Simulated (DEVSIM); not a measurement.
Device: abrupt Si p-n junction, at 300 K.

| layer (left to right) | material | thickness (μm) | Nd (cm⁻³) | Na (cm⁻³) | τn (s) | τp (s) |
|---|---|---|---|---|---|---|
| 1 | Si | 0.160 | - | 4.8e15 | 2.4e-5 | 2.4e-5 |
| 2 | Si | 25.0 | 1.1e15 | - | 2.4e-5 | 2.4e-5 |

Left contact: ohmic. Right contact: ohmic. Voltage is applied to the left contact. Recombination: SRH at mid-gap, radiative. Gap narrowing is on: ΔEg = 6.92 meV × (l + √(l² + 0.5)), l = ln(N/1.3e17 cm⁻³), shared equally by both band edges. Mobility is μmin + (μ − μmin)/(1 + (N/Nref)^α).

This is a model device: material constants are rounded textbook-type values typed into the input, and sizes, dopings and lifetimes were drawn at random. Values at 300 K.

| parameter | Si |
|---|---|
| gap (eV) | 1.124 |
| affinity (eV) | 4.05 |
| permittivity | 11.7 |
| Nc (cm⁻³) | 2.86e19 |
| Nv (cm⁻³) | 3.1e19 |
| μn (cm²/Vs) | 1417 |
| μp (cm²/Vs) | 470 |
| μn,min | 52 |
| μp,min | 45 |
| Nref,n | 9.7e16 |
| Nref,p | 2.2e17 |
| αn | 0.68 |
| αp | 0.72 |
| B (cm³/s) | 4.7e-15 |

DEVSIM, 1D drift-diffusion, Boltzmann statistics, complete ionisation; no tunnelling, impact ionisation, image-force lowering or self-heating.

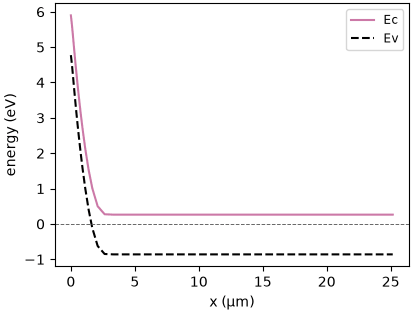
Figure: Band edges at -5.0 V on the left contact

Energies count from the Fermi level of the right contact; mesh points crowd at the junctions.

```
x (μm)   Ec (eV)  Ev (eV)  n (cm⁻³)  p (cm⁻³)  field (V/cm)
-------  -------  -------  --------  --------  ------------
0.000      5.897    4.773     25000    4.8e15        -30000
0.02151    5.831    4.707     24000    3.8e14        -31000
0.05629    5.718    4.595     22000    4.8e12        -34000
0.1032     5.552    4.428     20000     7.7e9        -37000
0.1470     5.381    4.258     18000     1.1e7        -40000
0.1654     5.306    4.182     17000    570000        -41000
0.1949     5.185    4.061     17000      7600        -41000
0.2864     4.819    3.695     18000      2200        -39000
0.4366     4.248    3.124     19000      2200        -37000
0.7620     3.144    2.020     23000      2100        -31000
1.387      1.527    0.403     36000      1700        -21000
3.330      0.263   -0.861    1.1e15      3500           ≈ 0
6.521      0.263   -0.861    1.1e15     19000           ≈ 0
12.66      0.263   -0.861    1.1e15     48000           ≈ 0
20.28      0.263   -0.861    1.1e15     84000           ≈ 0
22.73      0.263   -0.861    1.1e15     96000           ≈ 0
23.96      0.263   -0.861    1.1e15    100000           ≈ 0
24.57      0.263   -0.861    1.1e15    100000           ≈ 0
24.94      0.263   -0.861    1.1e15    110000           ≈ 0
25.06      0.263   -0.861    1.1e15    110000           ≈ 0
25.12      0.263   -0.861    1.1e15    110000           ≈ 0
25.16      0.263   -0.861    1.1e15    110000           ≈ 0
```
